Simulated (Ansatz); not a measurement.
# Rb3BrF2: complex band structure, part 2 of 2

A new crystal, Rb3BrF2: structure, gap and complex bands. It is built by putting F for I in the Rb3I2Br structure of space group Immm, with the volume rescaled by atomic radii. The parent structure comes from the Materials Project.

Ansatz 0.2.0; PBE DFT, plane waves, PAW files (the session's first sound run).

So far. Step 2 (Cell and atoms at rest): The largest force component on a free atom ends at 3.9e-4 eV/Å.

The structure was built from a prototype and need not be the compound's stable phase.

### 3. The bulk crystal and its band edges

The energy window and the wavevectors of the next steps follow from the band edges, so these are searched first, off the mesh as well.

File input.yaml:

```yaml
crystal:
  lattice:
    - [-2.1283443694, 3.2827403475, 6.5694898002]
    - [2.1283443694, -3.2827403475, 6.5694898002]
    - [2.1283443694, 3.2827403475, -6.5694898002]
  atoms:
    - { symbol: Rb, position: [0.3005092252, 0.3005092252, 0.0] }
    - { symbol: Rb, position: [0.0, 0.0, 0.0] }
    - { symbol: Rb, position: [0.6994907748, 0.6994907748, 0.0] }
    - { symbol: F, position: [0.1664448371, 0.6664448371, 0.5] }
    - { symbol: F, position: [0.8335551629, 0.3335551629, 0.5] }
    - { symbol: Br, position: [0.5, 0.0, 0.5] }
kpoints:
  mp_grid: { grid: [6, 6, 6] }
  band_path: { path: [VBM, CBM], npoints: 30 }
scf:
  occupations: { method: fixed }
hamiltonian:
  xc: pbe
output:
  eigenvalues: true
  write_potential: true
  write_density: true
  volumetric_format: npy
  elf: true
```

On the command line:

```
ansatz run input.yaml --threads 2 --pin off --max-ram 4096MiB --backend cpu --events-out ev --progress --plain --runs-dir out
```

Numbers of over 12 decimals in the logs are rounded to 6 here.

The program printed:

```text
[...]
Crystal: 6 atoms, lattice volume = 183.599 Å³
Basis set: ecut = 420 eV, 3561 PW (Γ)
Bands: 30, of which v1, the nominal top of the filled ones, is band 24 counted from 1 (23 counted from 0)
Symmetry: 8 space group operations
[...]
k-points: 46 of 216
[...]
SCF iter   1: F=—  HF=-14210.138213 eV  |F-HF|=—  |Δ(HF+E_count)|=         —  Δρ=5.65e-4  dr2=7.13e-4  ethr=1.77e-3  ⟨swp⟩=5.2  Hψ=5448  notcnv=0  defer=119
[...]
SCF iter   6: F=-14210.137907 eV  HF=-14210.137907 eV  |F-HF|=3.23e-8  |Δ(HF+E_count)|=   8.19e-7  Δρ=2.96e-6  dr2=2.03e-8  ethr=2.08e-10  ⟨swp⟩=10.9  Hψ=7476  notcnv=0
SCF 1 converged in 6 iterations: F = -14210.137907 eV  dr2 = 2.03e-8
[...]
NSCF: frozen V_eff on 46 k-points
[...]
SCF converged after 6 iterations
Free energy (F): -14210.137907 eV
[...]
Internal energy: -14210.137907 eV  (E = F + TS)
E sigma→0 (E₀):  -14210.137907 eV
Fermi energy:    1.718816 eV
[...]
--- Band table (eV; the first three rows and the last of 46) ---
  k-point 0: bands = [... 20 lower, 0.7893, 1.2046, 1.3534, 1.7188, 5.8759, 8.3870, 8.8235, 9.3067, ... 2 higher]
  k-point 1: bands = [... 20 lower, 0.7986, 1.1783, 1.2392, 1.4475, 6.5142, 8.6995, 8.8520, 9.2375, ... 2 higher]
  k-point 2: bands = [... 20 lower, 0.8079, 1.0769, 1.0817, 1.1525, 7.8523, 8.3960, 8.6254, 9.2206, ... 2 higher]
  k-point 45: bands = [... 20 lower, 0.7874, 1.1094, 1.3552, 1.7024, 7.2209, 7.4099, 8.0139, 8.2124, ... 2 higher]
```

It took 15 s on 2 threads of Arm Neoverse V2, shared host; peak memory 0.54 GiB; 29 s of CPU time.

Numbers from this step:

- free energy: -14210.1379 eV
- Fermi energy: 1.719 eV
- gap on the k-mesh: 4.157 eV
- gap on path: 4.157 eV, by band count; negative where bands overlap
- direct gap on path: 4.157 eV
- edge places on path: 0, 0 1/A along the path

Levels at VBM (eV): -1.13, -1.11, -1.01, -0.98, -0.97, -0.93, -0.51, -0.37, 0.00, 4.16, 6.67, 7.10, 7.59, 7.99.

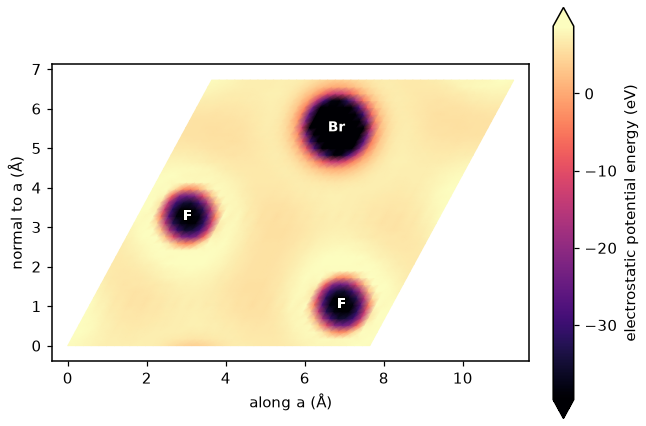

Electrostatic potential energy in the ab plane of the cell as run, not the conventional one, at fractional z = 0.500, with atoms of F and Br within 0.2 Å of it. With pseudopotentials it is smooth inside the atoms' cores, unlike the true potential. The map starts off the cell's origin, so that atoms lie inside it.

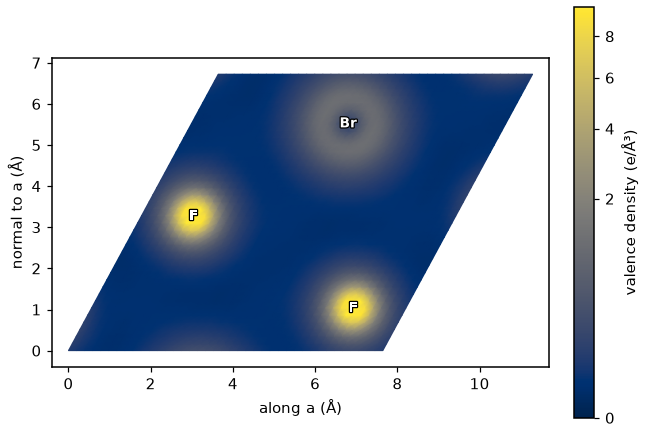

Valence density in the ab plane of the cell as run, not the conventional one, at fractional z = 0.500, with atoms of F and Br within 0.2 Å of it. It is the smooth field of the valence electrons, not physical close to the nuclei. The map starts off the cell's origin, so that atoms lie inside it. The colour scale is stretched toward low values.

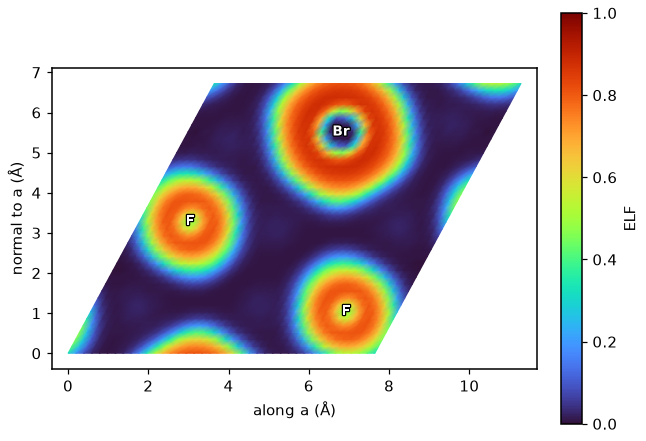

ELF in the ab plane of the cell as run, not the conventional one, at fractional z = 0.500, with atoms of F and Br within 0.2 Å of it. It is the smooth field of the valence electrons, not physical close to the nuclei. The map starts off the cell's origin, so that atoms lie inside it.

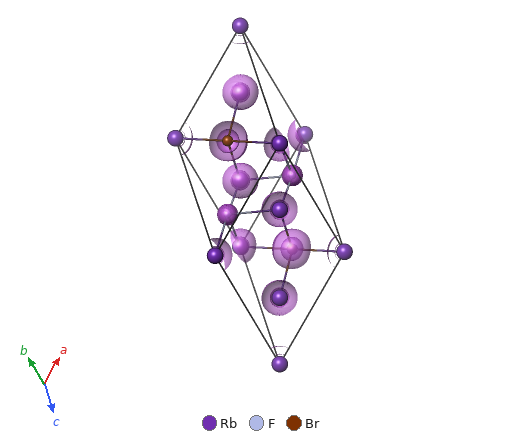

Surface of ELF = 0.81. Drawn on the cell as run, not the conventional one. Bonds to atoms that aren't drawn are left out.

The searched edges give 4.16 eV, as on the mesh.

### 4. Decaying states in the gap

This step: PBE DFT, plane waves, PAW files; complex bands by layer matching along the plane's normal (Ansatz 0.2.0).

The same crystal is laid in a cell whose first two vectors span the (001) plane (indices of the standard conventional cell, whose axes can be ordered otherwise than in the bulk input). At fixed energy and wavevector in the plane the solver finds all kz, real and complex. A few wavevectors are listed, (0, 0) and (0.5, 0) in units of the plane's reciprocal vectors; the slowest state needn't be among them.

File input.yaml:

```yaml
crystal:
  lattice:
    - [4.256688739, 0.0, 0.0]
    - [0.0, 6.565480695, 0.0]
    - [2.128344369, 3.282740348, 6.5694898]
  atoms:
    - { symbol: Rb, position: [0.6994907748, 0.6994907748, 0.6010184504] }
    - { symbol: Rb, position: [0.0, 0.0, 0.0] }
    - { symbol: Rb, position: [0.3005092252, 0.3005092252, 0.3989815496] }
    - { symbol: F, position: [0.3335551629, 0.8335551629, 0.3328896742] }
    - { symbol: F, position: [0.6664448371, 0.1664448371, 0.6671103258] }
    - { symbol: Br, position: [0.0, 0.5, 0.0] }
kpoints:
  mp_grid: { grid: [6, 6, 6] }
scf:
  occupations: { method: fixed }
hamiltonian:
  xc: pbe
output:
  eigenvalues: true
  transmission:
    leads: [[0, 0]]
    kpoints: [[0.0, 0.0], [0.5, 0.0]]
    e_range: [-1.0, 5.16]
    de: 0.15
```

The program printed:

```text
[...]
Crystal: 6 atoms, lattice volume = 183.599 Å³
Basis set: ecut = 420 eV, 3561 PW (Γ)
Bands: 30, of which v1, the nominal top of the filled ones, is band 24 counted from 1 (23 counted from 0)
Symmetry: 8 space group operations
[...]
k-points: 46 of 216
[...]
SCF iter   1: F=—  HF=-14210.138234 eV  |F-HF|=—  |Δ(HF+E_count)|=         —  Δρ=5.57e-4  dr2=6.95e-4  ethr=1.77e-3  ⟨swp⟩=5.1  Hψ=5445  notcnv=0  defer=118
[...]
SCF iter   6: F=-14210.137734 eV  HF=-14210.137734 eV  |F-HF|=3.09e-8  |Δ(HF+E_count)|=   7.62e-7  Δρ=2.86e-6  dr2=1.88e-8  ethr=2.08e-10  ⟨swp⟩=11.0  Hψ=7517  notcnv=0
SCF 1 converged in 6 iterations: F = -14210.137734 eV  dr2 = 1.88e-8
[...]
transmission: 14 of 28 steps passed
transmission: 28 of 28 steps passed
SCF converged after 6 iterations
Free energy (F): -14210.137734 eV
[...]
Internal energy: -14210.137734 eV  (E = F + TS)
E sigma→0 (E₀):  -14210.137734 eV
Fermi energy:    1.718812 eV
[...]
--- Band table (eV; the first three rows and the last of 46) ---
  k-point 0: bands = [... 20 lower, 0.7892, 1.2046, 1.3534, 1.7188, 5.8760, 8.3871, 8.8235, 9.3068, ... 2 higher]
  k-point 1: bands = [... 20 lower, 0.7876, 1.1506, 1.3539, 1.7137, 6.0818, 8.2088, 8.6042, 8.9640, ... 2 higher]
  k-point 2: bands = [... 20 lower, 0.7878, 1.0989, 1.3548, 1.7055, 6.6176, 7.8670, 8.3215, 8.3250, ... 2 higher]
  k-point 45: bands = [... 20 lower, 0.8383, 0.9822, 1.0323, 1.1338, 8.3154, 8.4453, 8.7190, 9.1899, ... 2 higher]
--- Transmission ---
  basis      : 239 plane waves across, 14 finite elements along
  points     : 2, as listed
  energies   : 42 from -1.000000 to 5.150000 eV about the Fermi level, 0.150000 eV apart; the leads are filled to 2.078573 eV, and channels, transmission and decay are at 2.150000 eV
  crystal 0  : Rb3Br1F2, at the sites [0, 0], period 6.5695 Å: whole cells are its period
    offset         : up to 0.0000 Å between an atom of the period and one for which it stands
    channels       : 0.000000e0 a spin
    conductance    : none, the energies end too early or step too widely for 300 K: set another output.transmission.e_range or a lower de, or, where they end at an eighth of basis.ecutwfc, a higher one
    slowest decay  : 0.3967 /Å at (0.0000, 0.0000)
```

The job ended after 51 s (2 threads; peak memory 0.81 GiB; 83 s of CPU time).

Numbers from this step:

- free energy: -14210.1377 eV
- level to which the leads are filled: 2.079 eV from the Fermi level
- decay constant at the filling level, zone centre: 0.3967 Å⁻¹
- decay constant at the filling level, slowest listed point: 0.3967 Å⁻¹

K parallel (0, 0); values up to 1.5 1/Å, a degenerate pair printed once or twice; energies at which all values exceed this have no row. The Im kz of the slowest decaying states by energy, zero at the highest filled level on the SCF mesh:

```csv
energy (eV),decay 1 (Å⁻¹),decay 2 (Å⁻¹),decay 3 (Å⁻¹),decay 4 (Å⁻¹)
-1.000,0.0452,0.226,0.304,0.824
-0.550,0.198,0.448,0.779,0.856
0.050,0.329,0.336,0.434,0.464
0.500,0.390,0.494,0.577,0.631
0.950,0.412,0.529,0.657,0.701
1.550,0.416,0.553,0.718,0.758
2.000,0.403,0.560,0.734,0.747
2.450,0.379,0.560,0.703,0.756
3.050,0.326,0.550,0.656,0.717
3.500,0.263,0.537,0.617,0.682
3.950,0.154,0.519,0.573,0.642
4.550,0.482,0.506,0.578,0.672
5.000,0.429,0.463,0.519,0.630
```

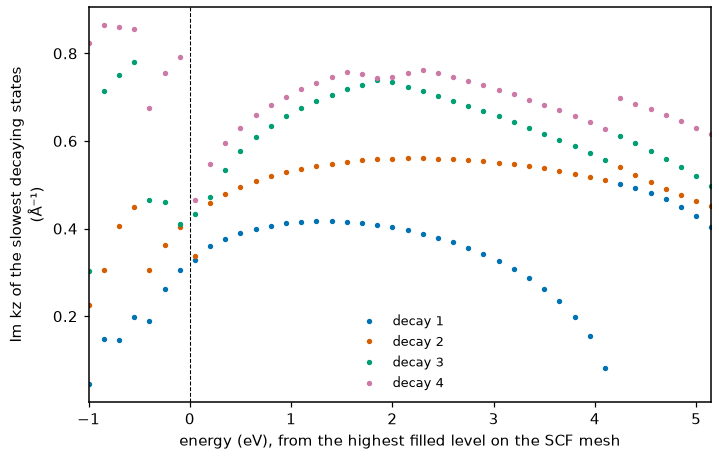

Im kz of the slowest decaying states against energy.

K parallel (0.5, 0); values up to 1.5 1/Å, a degenerate pair printed once or twice; energies at which all values exceed this have no row. The Im kz of the slowest decaying states by energy, zero at the highest filled level on the SCF mesh:

```csv
energy (eV),decay 1 (Å⁻¹),decay 2 (Å⁻¹),decay 3 (Å⁻¹),decay 4 (Å⁻¹)
-1.000,0.197,0.510,1.25,1.42
-0.550,0.356,0.677,1.25,1.38
0.050,0.539,0.611,0.749,1.26
0.500,0.660,0.699,0.812,1.27
0.950,0.732,0.786,0.827,1.20
1.550,0.776,0.817,0.833,1.15
2.000,0.778,0.797,0.808,1.18
2.450,0.738,0.768,0.813,1.18
3.050,0.685,0.719,0.817,1.14
3.500,0.646,0.675,0.815,1.10
3.950,0.607,0.623,0.809,1.05
4.550,0.537,0.549,0.795,0.985
5.000,0.455,0.499,0.780,0.928
```

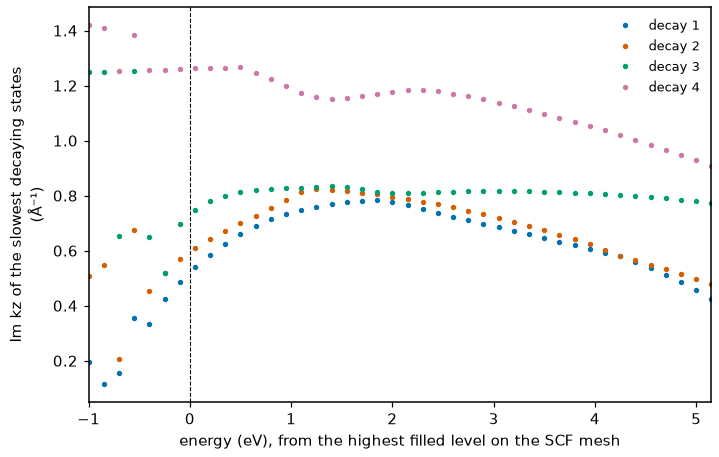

Im kz of the slowest decaying states, plotted against energy.

At the listed wavevectors the last open channel is at -0.55 eV and the next at +4.25 eV on the grid, wider than the gap, since narrow bands can fall between grid energies. At +2.15 eV, the grid energy nearest the filling level (the middle of the gap on the SCF mesh), the slowest state at the listed wavevectors decays with κ = 0.397 Å⁻¹, its amplitude falling by e over 2.5 Å. Through 1 nm of this crystal that state's transmission falls by exp(−2 × 0.397 Å⁻¹ × 10 Å) = 3.6e-4.

### 5. Band edges at another level, cutoff 1320 eV

This step: PBE DFT, plane waves, norm-conserving files (Ansatz 0.2.0).

The edges again with norm-conserving files, at the same atoms. Against that run the cutoff is 1320 eV against 420.

File input.yaml:

```yaml
crystal:
  lattice:
    - [-2.1283443694, 3.2827403475, 6.5694898002]
    - [2.1283443694, -3.2827403475, 6.5694898002]
    - [2.1283443694, 3.2827403475, -6.5694898002]
  atoms:
    - { symbol: Rb, position: [0.3005092252, 0.3005092252, 0.0] }
    - { symbol: Rb, position: [0.0, 0.0, 0.0] }
    - { symbol: Rb, position: [0.6994907748, 0.6994907748, 0.0] }
    - { symbol: F, position: [0.1664448371, 0.6664448371, 0.5] }
    - { symbol: F, position: [0.8335551629, 0.3335551629, 0.5] }
    - { symbol: Br, position: [0.5, 0.0, 0.5] }
kpoints:
  mp_grid: { grid: [6, 6, 6] }
  band_path: { path: [VBM, CBM], npoints: 30 }
scf:
  occupations: { method: fixed }
hamiltonian:
  xc: pbe
  pseudopotentials: { kind: nc }
output:
  eigenvalues: true
```

The program printed:

```text
[...]
Crystal: 6 atoms, lattice volume = 183.599 Å³
Basis set: ecut = 1320 eV, 20041 PW (Γ), FFT grids on a1+a3, a2+a3, a3
Bands: 30, of which v1, the nominal top of the filled ones, is band 24 counted from 1 (23 counted from 0)
Symmetry: 8 space group operations
[...]
k-points: 46 of 216
[...]
SCF iter   1: F=—  HF=-4124.300162 eV  |F-HF|=—  |Δ(HF+E_count)|=         —  Δρ=2.10e-1  dr2=7.60e1  ethr=3.10e-3  ⟨swp⟩=7.0  Hψ=6761  notcnv=0  defer=158
[...]
SCF iter  11: F=-4112.166573 eV  HF=-4112.166573 eV  |F-HF|=1.52e-8  |Δ(HF+E_count)|=   1.00e-7  Δρ=2.87e-6  dr2=2.00e-8  ethr=2.08e-10  ⟨swp⟩=18.1  Hψ=9781  notcnv=0
SCF 1 converged in 11 iterations: F = -4112.166573 eV  dr2 = 2.00e-8
[...]
SCF converged after 11 iterations
Free energy (F): -4112.166573 eV
[...]
Internal energy: -4112.166573 eV  (E = F + TS)
E sigma→0 (E₀):  -4112.166573 eV
Fermi energy:    1.777052 eV
[...]
--- Band table (eV; the first three rows and the last of 46) ---
  k-point 0: bands = [... 20 lower, 0.8499, 1.2632, 1.4112, 1.7771, 5.9318, 8.4449, 8.8812, 9.3642, ... 2 higher]
  k-point 1: bands = [... 20 lower, 0.8610, 1.2365, 1.2970, 1.5057, 6.5703, 8.7571, 8.9098, 9.2949, ... 2 higher]
  k-point 2: bands = [... 20 lower, 0.8701, 1.1350, 1.1406, 1.2104, 7.9089, 8.4536, 8.6830, 9.2781, ... 2 higher]
  k-point 45: bands = [... 20 lower, 0.8496, 1.1680, 1.4130, 1.7606, 7.2769, 7.4666, 8.0718, 8.2702, ... 2 higher]
```

It took 99 s on 2 threads; peak memory 1.4 GiB; 3.3 min of CPU time.

Numbers from this step:

| Quantity | Value |
| --- | --- |
| free energy | -4112.1666 eV |
| Fermi energy | 1.777 eV |
| gap on the k-mesh | 4.155 eV |
| gap on path | 4.155 eV, by band count; negative where bands overlap |
| direct gap on path | 4.155 eV |

Levels at VBM (eV): -1.13, -1.11, -1.00, -0.98, -0.97, -0.93, -0.51, -0.37, 0.00, 4.15, 6.67, 7.10, 7.59, 7.98.

The searched edges give 4.15 eV, as on the mesh.

### 6. Complex bands at another level

This step: PBE DFT, plane waves, norm-conserving files; complex bands by layer matching along the plane's normal (Ansatz 0.2.0).

The complex bands at that level, over its own gap, at (0, 0) and (0.5, 0).

File input.yaml:

```yaml
crystal:
  lattice:
    - [4.256688739, 0.0, 0.0]
    - [0.0, 6.565480695, 0.0]
    - [2.128344369, 3.282740348, 6.5694898]
  atoms:
    - { symbol: Rb, position: [0.6994907748, 0.6994907748, 0.6010184504] }
    - { symbol: Rb, position: [0.0, 0.0, 0.0] }
    - { symbol: Rb, position: [0.3005092252, 0.3005092252, 0.3989815496] }
    - { symbol: F, position: [0.3335551629, 0.8335551629, 0.3328896742] }
    - { symbol: F, position: [0.6664448371, 0.1664448371, 0.6671103258] }
    - { symbol: Br, position: [0.0, 0.5, 0.0] }
kpoints:
  mp_grid: { grid: [6, 6, 6] }
scf:
  occupations: { method: fixed }
hamiltonian:
  xc: pbe
  pseudopotentials: { kind: nc }
output:
  eigenvalues: true
  transmission:
    leads: [[0, 0]]
    kpoints: [[0.0, 0.0], [0.5, 0.0]]
    e_range: [-1.0, 5.15]
    de: 0.15
```

The program printed:

```text
Engine: ansatz 0.2.0, aarch64-unknown-linux-gnu
Pseudopotentials: kind: nc
Pseudopotential: Rb, nc, valence charge 9, recommended cutoff 630 eV (normal), Rb.nc.azcp
Pseudopotential: F, nc, valence charge 7, recommended cutoff 1320 eV (normal), F.nc.azcp
Pseudopotential: Br, nc, valence charge 7, recommended cutoff 625.861884 eV (normal), Br.nc.azcp
Functional definition: PBE
  parameter kappa = 0.804
  parameter beta = 0.066725
  exchange = pbe_x(kappa = kappa, mu = beta*pi^2/3)
  correlation = pbe_c(beta = beta)
Error: memory limit exceeded: the `transmission` phase of `transmission` needs 7.22 GiB against the run's memory maximum of 4.00 GiB; largest carriers: transmission 6.82 GiB, unmodelled-tail allowance 0.30 GiB, source scf tables 0.09 GiB, source scf state 0.00 GiB; the layers of output.transmission grow with the square of the cell's cross-section: a lower cutoff or a narrower output.transmission.e_range takes less, and so, most of all in a narrow cell, does a wider de; where no e_range is typed, a fill by count is planned with a gap of 40 thermal energies
with nothing else changed it takes a maximum of at least 7.23 GiB, with nothing to spare, and 7.95 GiB leaves up to a tenth: --max-ram 7.95GiB where that set the maximum, else more of the term that did, and with no share typed, where 7.95 GiB is over 0.88 of the host's memory or its container's limit, a share of 0.88 or more that holds the maximum too (--max-ram-frac F), where one does; The budget is ten elevenths of [...]
`transmission` follows the SCF: where the deck gives it k-points, a mesh or a band count of its own, those are what to reduce (not on a resume, whose deck is fixed)
```

Elapsed: 0.3 s, on 2 threads; peak memory 0.21 GiB.

The input was rejected at the start.

The program's message: “Error: memory limit exceeded: the `transmission` phase of `transmission` needs 7.22 GiB against the run's memory maximum of 4.00 GiB; largest carriers: transmission 6.82 GiB, unmodelled-tail allowance …”

### 7. The same cell, other settings

This step: PBE DFT, plane waves, PAW files; complex bands by layer matching along the plane's normal; changed: crystal.atoms[0].symbol = "Xx", scf.max_iter = 100 (Ansatz 0.2.0).

This run repeats an earlier one, its twin (the complex run, plane (001)), with two settings changed (starting moments or atoms, scf.max_iter; files written aside). The setting was drawn as a possible misstep, on purpose. Where the input is shown as a difference, that is against the step before, not the twin.

Changes to input.yaml since step 6:

```diff
@@ -6,3 +6,3 @@
   atoms:
-    - { symbol: Rb, position: [0.6994907748, 0.6994907748, 0.6010184504] }
+    - { symbol: Xx, position: [0.6994907748, 0.6994907748, 0.6010184504] }
     - { symbol: Rb, position: [0.0, 0.0, 0.0] }
@@ -16,5 +16,5 @@
   occupations: { method: fixed }
+  max_iter: 100
 hamiltonian:
   xc: pbe
-  pseudopotentials: { kind: nc }
 output:
@@ -24,3 +24,3 @@
     kpoints: [[0.0, 0.0], [0.5, 0.0]]
-    e_range: [-1.0, 5.15]
+    e_range: [-1.0, 5.16]
     de: 0.15
```

The program printed:

```text
Error: YAML parse error: error: line 7 column 17: `Xx` is not an element symbol (H … Og, case-exact)
 --> <input>:7:17
  |
5 |     - [2.128344369, 3.282740348, 6.5694898]
6 |   atoms:
7 |     - { symbol: Xx, position: [0.6994907748, 0.6994907748, 0.6010184504] }
  |                 ^ `Xx` is not an element symbol (H … Og, case-exact)
8 |     - { symbol: Rb, position: [0.0, 0.0, 0.0] }
9 |     - { symbol: Rb, position: [0.3005092252, 0.3005092252, 0.3989815496] }
  |
```

Elapsed: 0.02 s, on 2 threads; peak memory 0.02 GiB.

The input was rejected at the start.

The program's message: “Error: YAML parse error: error: line 7 column 17: `Xx` is not an element symbol (H … Og, case-exact)”

The change that led to it: crystal.atoms[0].symbol = "Xx".

### 8. Results

```json
{
  "band gap": "4.16 eV",
  "least decay constant at mid-gap, normal to (001)": "0.397 Å⁻¹"
}
```

With PBE, the slowest decay at the wavevectors tried is κ = 0.397 Å⁻¹, normal to (001). Through such a film the transmission near mid-gap falls as exp(−2κd), a factor of ten every 2.9 Å. A free electron under a barrier of half the gap would need a mass of 0.29 mₑ to decay at this rate. The compound is made up by substitution; its stability against other phases and against distortions of the cell's symmetry was not tested. A semilocal functional narrows gaps, so real decay constants are likely larger.

[Logs are printed without paths, hosts, clocks, repeated set-up lines and the standing remarks that a program may print on its own settings, such as how far it seeks lower states.]

[Hosts, paths, dates, database ids (printed as entryN), source tags and the programs' standing remarks are cut or masked in the printed files.]

[New means built here by substitution; the compound itself may be known and measured.]
